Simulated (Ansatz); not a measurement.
BN (space group P6_3/mmc, No. 194): a calculation's input that goes back to an entry of the Crystallography Open Database (an earlier step may have relaxed or displaced it).

```cif
data_structure
_symmetry_space_group_name_H-M 'P 1'
_symmetry_Int_Tables_number 1
_cell_length_a 2.5040
_cell_length_b 2.5040
_cell_length_c 6.6612
_cell_angle_alpha 90.000
_cell_angle_beta 90.000
_cell_angle_gamma 120.000
_cell_volume 36.17
loop_
_atom_site_label
_atom_site_type_symbol
_atom_site_fract_x
_atom_site_fract_y
_atom_site_fract_z
_atom_site_occupancy
B1 B 0.33333 0.66667 0.25000 1
B2 B 0.66667 0.33333 0.75000 1
N1 N 0.33333 0.66667 0.75000 1
N2 N 0.66667 0.33333 0.25000 1
```

Describe how the polyhedra about B are linked (bonds: B–N below 1.6 Å).

B: BN3 triangle, sharing corners with six neighbours.

They form layers of corner-sharing triangles parallel to (001).

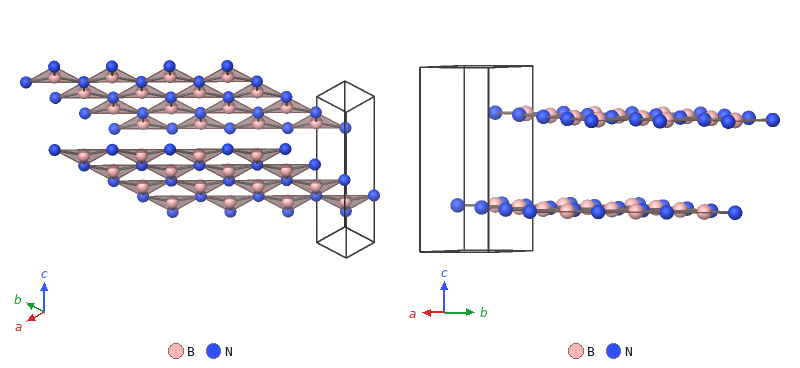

Polyhedra are drawn about B (bonds: B–N below 1.6 Å); other atoms are plain spheres. Two views of the same piece.
